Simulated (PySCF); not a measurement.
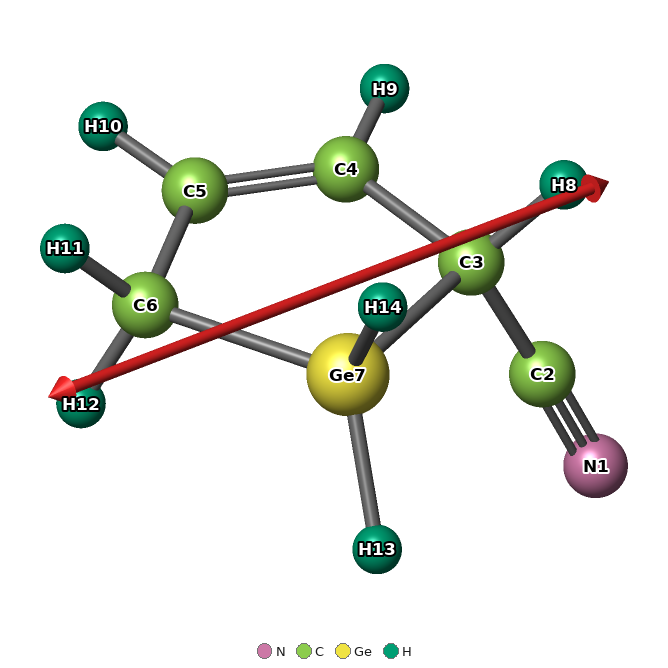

The double arrow shows the direction of the transition dipole to excited singlet state 5 (its length means nothing). The geometry was computed by an optimisation with GFN2-xTB. No frequency run is at hand to confirm it as a minimum. Level of theory: TDDFT CAM-B3LYP/def2-SVPD, vertical, gas phase, core orbitals frozen in the response (PySCF 2.14.0).

Question. Where does the transition lie, and how strong is it?

Answer. 7.52 eV (165 nm), oscillator strength 0.020, of mixed character, with the largest part HOMO → LUMO+2 (weight 0.35); transition dipole 0.84 D.

The geometry is semi-empirical. Around Ge such bond lengths and angles can be off by a tenth of an ångström or more and by several degrees, and values that hang on the shape move with them.
